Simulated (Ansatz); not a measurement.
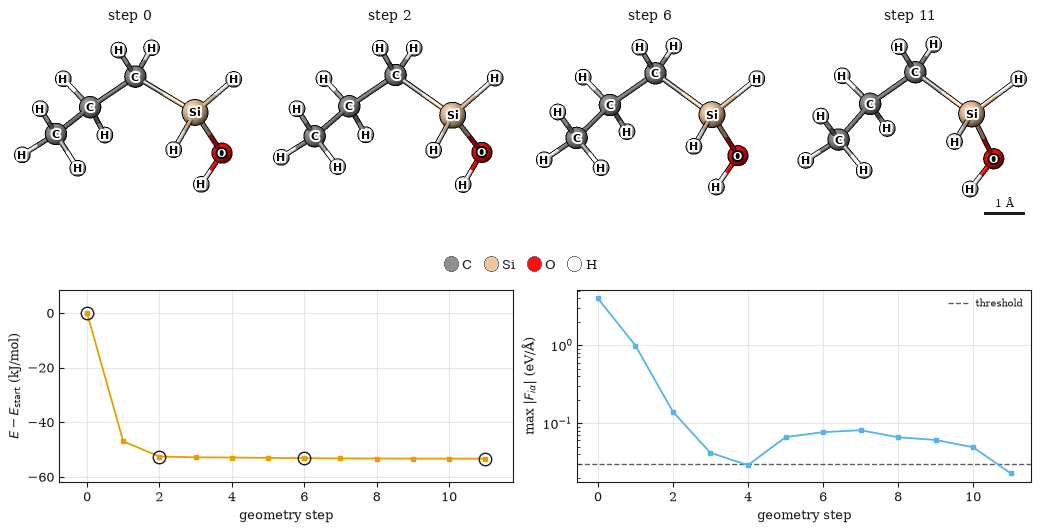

Frames of a relaxation of C₃H₁₀OSi (coarse preliminary run), marked on the history of the run. A ball-and-stick model, seen face on.

The start comes from a force field.

Theory: Ansatz 0.2.0, RKS PBE-D4/def2-SVP. Set-up: force threshold 0.03 eV/Å; at most 200 steps.

What happens along the run?

The energy falls by 53.3 kJ/mol in 11 geometry steps. Largest force component: 4 eV/Å at the start, 0.023 eV/Å at the end. The forces were under the threshold at step 4, but the run went on from there. An H atom moves most after the best rigid fit: 0.33 Å. By element the largest moves are H 0.33 Å, O 0.25 Å, C 0.17 Å, Si 0.12 Å. Near-neighbour distances that change, for instance: H–Si 1.405 → 1.501 Å, C–H 1.032 → 1.110 Å, H–Si 1.571 → 1.512 Å, O–Si 1.637 → 1.691 Å. Among the angles between lasting bonds that change: C–Si–H 104.7° → 110.9°, O–Si–H 104.6° → 110.6°, O–Si–H 111.0° → 105.4°. The run took 18 s on 4 threads of AMD EPYC 7B13, on a shared host. From step 0 to 2: the Si atom moves most (0.11 Å), energy −52.5 kJ/mol. From step 2 to 6: an H atom moves most (0.20 Å), energy −0.60 kJ/mol. From step 6 to 11: an H atom moves most (0.20 Å), energy −0.19 kJ/mol.

```csv
step,"E − E(0), kJ/mol","largest force component, eV/Å"
0,0.00,3.9826
1,-46.97,0.9909
2,-52.51,0.1397
3,-52.80,0.0417
4,-52.87,0.0290
5,-53.01,0.0662
6,-53.11,0.0767
7,-53.18,0.0812
8,-53.24,0.0660
9,-53.26,0.0609
10,-53.28,0.0492
11,-53.30,0.0228
```
